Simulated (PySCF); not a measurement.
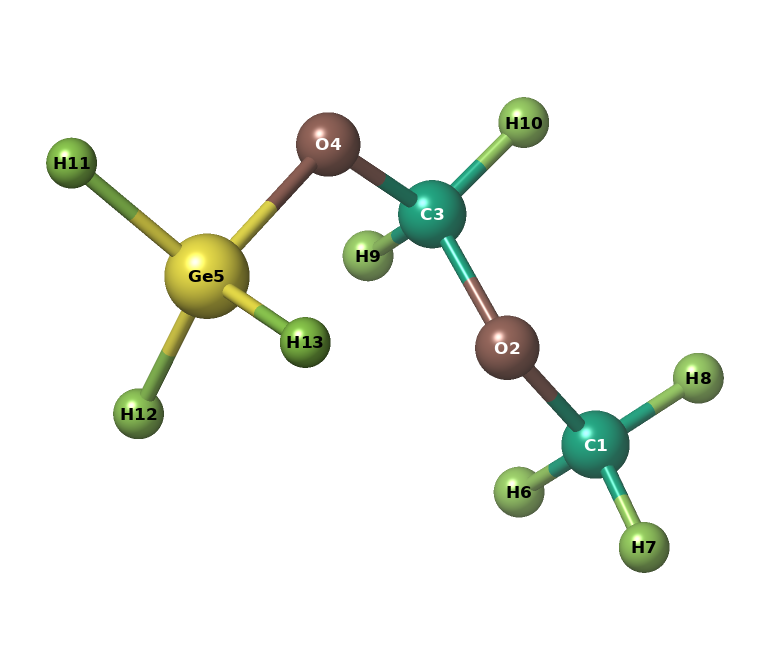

Atoms carry their numbers in the input. The computed structure is the end point of a PBE0-D3(BJ)/def2-SVP optimisation. No frequency run is at hand to confirm it as a minimum.

Give these bond angles: O2–C1–H6, O2–C1–H7, O2–C1–H8, C1–O2–C3, O2–C3–O4, O2–C3–H9, O2–C3–H10, O4–C3–H9, O4–C3–H10, C3–O4–Ge5, O4–Ge5–H11, O4–Ge5–H12, O4–Ge5–H13.

```csv
angle,degrees
O2–C1–H6,111.9
O2–C1–H7,107.8
O2–C1–H8,112.0
C1–O2–C3,114.3
O2–C3–O4,109.1
O2–C3–H9,108.8
O2–C3–H10,110.6
O4–C3–H9,111.9
O4–C3–H10,108.5
C3–O4–Ge5,118.0
O4–Ge5–H11,102.6
O4–Ge5–H12,108.9
O4–Ge5–H13,111.2
```
